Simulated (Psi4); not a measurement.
**SnNH4Cl (SMILES [NH2][SnH2][Cl]): HF/STO-3G**

What is the vertical ionisation energy of SnNH4Cl at HF/STO-3G? 

Program for the calculation: Psi4 1.11.

2 further runs of the same task are left out: 2 set aside as unsound or not needed.

**1. The system as given**

The species is SnNH4Cl (7 atoms), meant as a singlet with charge 0. SMILES: `[NH2][SnH2][Cl]`. The coordinates come from a PBE0-D4/def2-TZVP relaxation. This is one conformer, not always the lowest.

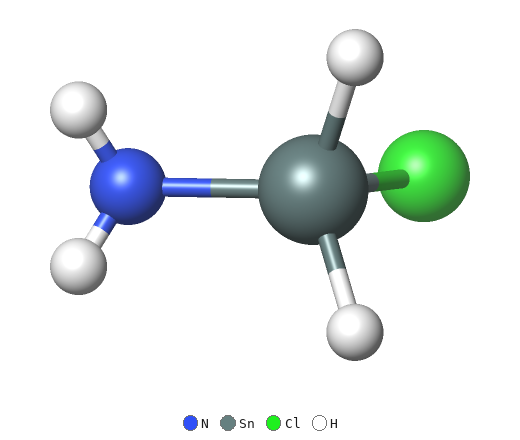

The structure, seen from a chosen angle (nitrogen blue, tin teal, chlorine green, hydrogen white).

**2. Energy and gradient at HF/STO-3G**

Contents of job.json:

```json
{
 "schema_name": "qcschema_input",
 "schema_version": 1,
 "molecule": {
  "schema_name": "qcschema_molecule",
  "schema_version": 2,
  "symbols": ["N", "Sn", "Cl", "H", "H", "H", "H"],
  "geometry": [-1.83832557, -0.0379835, -1.57829926, 1.062593, 0.07823466, 0.848676, 1.59946419, -4.03173069, 2.36404738, -3.40812107, 0.91746203, -1.07052985, -1.42938884, 0.31218276, -3.4071762, 0.32654467, 1.84588448, 3.42909703, 3.80288485, 0.78763785, -0.67217558],
  "molecular_charge": 0,
  "molecular_multiplicity": 1,
  "fix_symmetry": "c1",
  "fix_com": true,
  "fix_orientation": true
 },
 "driver": "gradient",
 "model": {
  "method": "hf",
  "basis": "STO-3G"
 },
 "keywords": {
  "puream": true,
  "e_convergence": 1e-09,
  "d_convergence": 1e-08,
  "scf_type": "pk",
  "scf_properties": ["MAYER_INDICES", "MULLIKEN_CHARGES", "WIBERG_LOWDIN_INDICES"]
 }
}
```

On the command line:

```bash
$ psi4 --qcschema job.json -n 1 --memory 2200MB
```

stdout (excerpt; [...] marks lines left out):

```text
[...]
  Running in c1 symmetry.
[...]
  Nuclear repulsion =  375.348235306152901
[...]
  Multiplicity = 1
[...]
  Nalpha       = 39
  Nbeta        = 39
[...]
    Number of basis functions: 45
[...]
   @RHF iter   1: -6473.86645604086607   -3.68126e+00   9.58764e-03 ADIIS/DIIS
[...]
   @RHF iter  10: -6474.03139074159299    3.63798e-12   1.77455e-09 DIIS
[...]
    Orbital Energies [Eh]
    ---------------------
    Doubly Occupied:
       1A   -1029.959013     2A   -153.589390     3A   -145.419323
       4A   -145.418972     5A   -145.418883     6A   -103.577292
       7A    -29.663502     8A    -26.646505     9A    -26.645193
      10A    -26.645012    11A    -18.248522    12A    -18.248448
      13A    -18.248173    14A    -18.246795    15A    -18.246639
      16A    -15.242528    17A    -10.274490    18A     -7.717690
      19A     -7.713230    20A     -7.713227    21A     -4.868410
      22A     -3.624154    23A     -3.618792    24A     -3.618472
      25A     -1.059444    26A     -0.984711    27A     -0.946847
      28A     -0.941609    29A     -0.940854    30A     -0.936433
      31A     -0.912882    32A     -0.578926    33A     -0.573221
      34A     -0.447328    35A     -0.433260    36A     -0.395477
[...]
  @RHF Final Energy: -6474.03139074159299
   => Energetics <=
    Nuclear Repulsion Energy =            375.3482353061529011
    One-Electron Energy =               -9701.2153823701901274
    Two-Electron Energy =                2851.8357563224431033
    Total Energy =                      -6474.0313907415929862
[...]
 Multipole Moments:
 ------------------------------------------------------------------------------------
     Multipole            Electronic (a.u.)      Nuclear  (a.u.)        Total (a.u.)
 ------------------------------------------------------------------------------------
 L = 1.  Multiply by 2.5417464519 to convert [e a0] to [Debye]
 Dipole X            :        -66.7807921           66.7441818           -0.0366103
 Dipole Y            :         62.8355050          -61.0304061            1.8050989
 Dipole Z            :        -70.3514075           69.8537260           -0.4976815
 Magnitude           :                                                    1.8728078
[...]
  Mulliken Charges: (a.u.)
   Center  Symbol    Alpha    Beta     Spin     Total
       1     N     3.80404  3.80404  0.00000 -0.60808
       2    SN    24.43308 24.43308  0.00000  1.13384
       3    CL     8.73712  8.73712  0.00000 -0.47424
       4     H     0.42829  0.42829  0.00000  0.14342
       5     H     0.42829  0.42829  0.00000  0.14343
       6     H     0.58460  0.58460  0.00000 -0.16919
       7     H     0.58459  0.58459  0.00000 -0.16917
   Total alpha = 39.00000, Total beta = 39.00000, Total charge = -0.00000
  Mayer Bond Indices:
[...]
  -Total Gradient:
     Atom            X                  Y                   Z
    ------   -----------------  -----------------  -----------------
       1       -0.031922880696     0.008243718442    -0.029213213153
       2        0.003636214177    -0.009686306920     0.005553662990
       3        0.000404119907    -0.003021947867     0.001126094963
       4        0.011231194595    -0.006439015744     0.003097161576
       5        0.003546196988    -0.004102729960     0.012208870744
       6       -0.006978954554     0.011615702051     0.019559761649
       7        0.020084110486     0.003390580043    -0.012332338170
[...]
```

The result, in JSON:

```text
{
 "driver": "gradient",
 "model": {
  "method": "hf",
  "basis": "STO-3G"
 },
 "success": true,
 "return_result": [-0.03192288069568443, 0.008243718441663273, -0.02921321315340361, 0.003636214176613248, -0.009686306919890746, 0.00555366298969771, 0.0004041199073288315, -0.003021947866704733, 0.001126094962594533, 0.011231194595333449, -0.0064390157437891615, 0.0030971615757277443, 0.003546196987635683, -0.004102729959733528, 0.012208870744049471, -0.0069789545541844925, 0.011615702051295224, 0.019559761648897667, 0.02008411048609951, 0.003390580042511228, -0.012332338170176232],
 "properties": {
  "calcinfo_nbasis": 45,
  "calcinfo_nmo": 45,
  "calcinfo_nalpha": 39,
  "calcinfo_nbeta": 39,
  "calcinfo_natom": 7,
  "nuclear_repulsion_energy": 375.3482353061529,
  "return_energy": -6474.031390741593,
  "return_gradient": [-0.03192288069568443, 0.008243718441663273, -0.02921321315340361, 0.003636214176613248, -0.009686306919890746, 0.00555366298969771, 0.0004041199073288315, -0.003021947866704733, 0.001126094962594533, 0.011231194595333449, -0.0064390157437891615, 0.0030971615757277443, 0.003546196987635683, -0.004102729959733528, 0.012208870744049471, -0.0069789545541844925, 0.011615702051295224, 0.019559761648897667, 0.02008411048609951, 0.003390580042511228, -0.012332338170176232],
  "scf_one_electron_energy": -9701.21538237019,
  "scf_two_electron_energy": 2851.835756322443,
  "scf_dipole_moment": [-0.036610252790779896, 1.8050988792731033, -0.49768149863436406],
  "scf_total_energy": -6474.031390741593,
  "scf_total_gradient": [-0.03192288069568443, 0.008243718441663273, -0.02921321315340361, 0.003636214176613248, -0.009686306919890746, 0.00555366298969771, 0.0004041199073288315, -0.003021947866704733, 0.001126094962594533, 0.011231194595333449, -0.0064390157437891615, 0.0030971615757277443, 0.003546196987635683, -0.004102729959733528, 0.012208870744049471, -0.0069789545541844925, 0.011615702051295224, 0.019559761648897667, 0.02008411048609951, 0.003390580042511228, -0.012332338170176232],
  "scf_iterations": 10
 }
}
```

Run time: 1.6 s. Hardware: 1 thread of AMD EPYC 9R45 (Zen 5), shared host; peak memory 0.19 GiB.

**3. The doublet cation**

Contents of input.json:

```json
{
 "schema_name": "qcschema_input",
 "schema_version": 1,
 "molecule": {
  "schema_name": "qcschema_molecule",
  "schema_version": 2,
  "symbols": ["N", "Sn", "Cl", "H", "H", "H", "H"],
  "geometry": [-1.83832557, -0.0379835, -1.57829926, 1.062593, 0.07823466, 0.848676, 1.59946419, -4.03173069, 2.36404738, -3.40812107, 0.91746203, -1.07052985, -1.42938884, 0.31218276, -3.4071762, 0.32654467, 1.84588448, 3.42909703, 3.80288485, 0.78763785, -0.67217558],
  "molecular_charge": 1,
  "molecular_multiplicity": 2,
  "fix_symmetry": "c1"
 },
 "driver": "gradient",
 "model": {
  "method": "scf",
  "basis": "STO-3G"
 },
 "keywords": {
  "reference": "uhf",
  "puream": true,
  "e_convergence": 1e-09,
  "d_convergence": 1e-08,
  "scf_type": "pk",
  "maxiter": 100,
  "scf_properties": ["DIPOLE", "LOWDIN_CHARGES", "MAYER_INDICES"]
 }
}
```

On the command line:

```bash
$ psi4 --qcschema input.json -n 1 --memory 2200MB
```

stdout (excerpt; [...] marks lines left out):

```text
[...]
  Running in c1 symmetry.
[...]
  Nuclear repulsion =  375.348235306152901
[...]
  Multiplicity = 2
[...]
  Nalpha       = 39
  Nbeta        = 38
[...]
    Number of basis functions: 45
[...]
   @UHF iter   1: -6473.55693840266849   -3.37174e+00   1.25953e-02 ADIIS/DIIS
[...]
   @UHF iter  14: -6473.81258327426804   -7.27596e-12   6.92237e-09 DIIS
[...]
   @S^2 Observed:                7.592915052E-01
[...]
  @UHF Final Energy: -6473.81258327426804
   => Energetics <=
    Nuclear Repulsion Energy =            375.3482353061529011
    One-Electron Energy =               -9681.3375195246517251
    Two-Electron Energy =                2832.1767009442296512
    Total Energy =                      -6473.8125832742680359
  UHF NO Occupations:
  HONO-2 :   37  A 1.9986688
  HONO-1 :   38  A 1.9981468
[...]
 Multipole Moments:
 ------------------------------------------------------------------------------------
     Multipole            Electronic (a.u.)      Nuclear  (a.u.)        Total (a.u.)
 ------------------------------------------------------------------------------------
 L = 1.  Multiply by 2.5417464519 to convert [e a0] to [Debye]
 Dipole X            :          1.9712329           -4.0278086           -2.0565757
 Dipole Y            :          5.4059632           -3.1782475            2.2277156
 Dipole Z            :          0.2733508           -2.5910014           -2.3176506
 Magnitude           :                                                    3.8162449
[...]
  -Total Gradient:
     Atom            X                  Y                   Z
    ------   -----------------  -----------------  -----------------
       1       -0.017826907214    -0.005824344194    -0.013628956211
       2       -0.071887685466     0.013389077266    -0.064387636349
       3        0.007187826449    -0.009911925579     0.008649592994
       4        0.048210585130    -0.009497327791    -0.003493160810
       5        0.003792321823     0.004074868920     0.049000166162
       6        0.004466076065     0.007166753826     0.024648489754
       7        0.026057783204     0.000602898223    -0.000788495545
[...]
```

The result, in JSON:

```text
{
 "driver": "gradient",
 "model": {
  "method": "scf",
  "basis": "STO-3G"
 },
 "success": true,
 "return_result": [-0.017826907214321314, -0.005824344193721354, -0.013628956210785276, -0.07188768546594189, 0.01338907726566119, -0.06438763634948082, 0.007187826449126633, -0.009911925579269038, 0.008649592993708252, 0.04821058513040288, -0.00949732779087245, -0.00349316081012388, 0.003792321822564171, 0.004074868920191252, 0.049000166161789316, 0.0044660760648210646, 0.0071667538255740515, 0.02464848975355932, 0.026057783204321117, 0.0006028982226114546, -0.0007884955451483988],
 "properties": {
  "calcinfo_nbasis": 45,
  "calcinfo_nmo": 45,
  "calcinfo_nalpha": 39,
  "calcinfo_nbeta": 38,
  "calcinfo_natom": 7,
  "nuclear_repulsion_energy": 375.3482353061529,
  "return_energy": -6473.812583274268,
  "return_gradient": [-0.017826907214321314, -0.005824344193721354, -0.013628956210785276, -0.07188768546594189, 0.01338907726566119, -0.06438763634948082, 0.007187826449126633, -0.009911925579269038, 0.008649592993708252, 0.04821058513040288, -0.00949732779087245, -0.00349316081012388, 0.003792321822564171, 0.004074868920191252, 0.049000166161789316, 0.0044660760648210646, 0.0071667538255740515, 0.02464848975355932, 0.026057783204321117, 0.0006028982226114546, -0.0007884955451483988],
  "scf_one_electron_energy": -9681.337519524652,
  "scf_two_electron_energy": 2832.1767009442297,
  "scf_dipole_moment": [-2.056575725229638, 2.2277156422716264, -2.317650616496687],
  "scf_total_energy": -6473.812583274268,
  "scf_total_gradient": [-0.017826907214321314, -0.005824344193721354, -0.013628956210785276, -0.07188768546594189, 0.01338907726566119, -0.06438763634948082, 0.007187826449126633, -0.009911925579269038, 0.008649592993708252, 0.04821058513040288, -0.00949732779087245, -0.00349316081012388, 0.003792321822564171, 0.004074868920191252, 0.049000166161789316, 0.0044660760648210646, 0.0071667538255740515, 0.02464848975355932, 0.026057783204321117, 0.0006028982226114546, -0.0007884955451483988],
  "scf_iterations": 14
 }
}
```

It took 1.7 s on 1 thread of AMD EPYC 9R45 (Zen 5), shared host; peak memory 0.19 GiB.

**4. What came out**

Level: HF/STO-3G.

| quantity | value |
| --- | --- |
| singlet SnNH4Cl: total energy | -6474.03139 Eh |
| singlet SnNH4Cl: dipole moment | 4.76 D |
| singlet SnNH4Cl: HOMO energy | -8.44 eV |
| singlet SnNH4Cl: LUMO energy | 8.55 eV |
| singlet SnNH4Cl: HOMO–LUMO gap | 16.99 eV |
| singlet SnNH4Cl: largest force on an atom | 2.265 eV/Å |
| doublet cation: total energy | -6473.81258 Eh |
| doublet cation: HOMO energy (highest over α and β) | -14.45 eV |
| doublet cation: LUMO energy (lowest over α and β) | -3.67 eV |
| doublet cation: ⟨S²⟩ | 0.759 |
| doublet cation: largest force on an atom | 5.010 eV/Å |
| vertical ionisation energy (to the doublet cation) | 5.954 eV |

The vertical ionisation energy comes to 5.95 eV (574 kJ/mol). The largest force (singlet SnNH4Cl) is 2.27 eV/Å: the shape isn't a stationary point for this species at this level. The negative HOMO energy of the first species, 8.44 eV, lies 2.49 eV above that difference. In a minimal basis such a difference can be off by several eV, whatever the method. Relativity is left out (singlet SnNH4Cl) although the molecule holds a heavy atom. Relativity is left out (doublet cation) although the molecule holds a heavy atom.
